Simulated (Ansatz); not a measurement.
Relaxed CdS (zinc blende):

```
CELL_PARAMETERS angstrom
      0.00000     2.96331     2.96331
      2.96331     0.00000     2.96331
      2.96331     2.96331     0.00000
ATOMIC_POSITIONS crystal
  S  0.75000 0.75000 0.75000
  Cd 0.00000 0.00000 0.00000
```

In this cell atom 1 (S, nearest neighbour Cd at 2.566 Å; its periodic images, 4.2 Å or more away, move with it) is moved by s towards the nearest neighbour, unit vector (-0.577, -0.577, 0.577); all other atoms and the cell stay fixed.

The numbers are results of PBE (plane waves to 420 eV, PAW, scalar-relativistic; Ansatz, a quantum-chemistry and plane-wave program), not measurements. k mesh 8×8×8 (Γ-centred), Fermi-Dirac smearing 0.05 eV. Energies are smeared free energies. CdS was relaxed with its symmetry unable to fall. The zero of ΔE is the undisplaced structure.

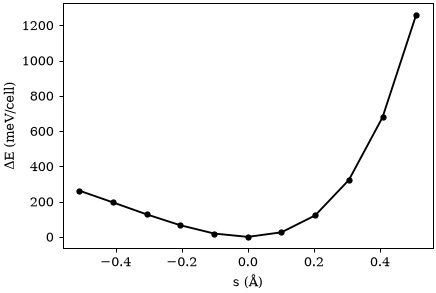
Figure: ΔE (meV/cell) against s (Å); one marker a computed point.

The energy at s = 0.510 Å is 1261 meV/cell. The force constant k = d²E/ds² at s = 0 (finite differences) is 4.28 eV/Å² and the zone-centre optical wavenumber from k (transverse: no LO-TO term) is 216 cm⁻¹. Harmonic estimate at the end of the scan: ½ks² = 556 meV/cell against the computed 1261 meV/cell, so the well is stiffer than harmonic there. Symmetry of the curve: not even: the positive side lies higher at ±0.510 Å.

The forces along the line at the two nearest points give (0.347 − (-0.549)) / (2·0.102) = 4.39 eV/Å²; the next pair corrects for the finite step.

(For displaced atoms, the force is minus the slope of the energy, and its curvature is a force constant, which sets phonon frequencies.)
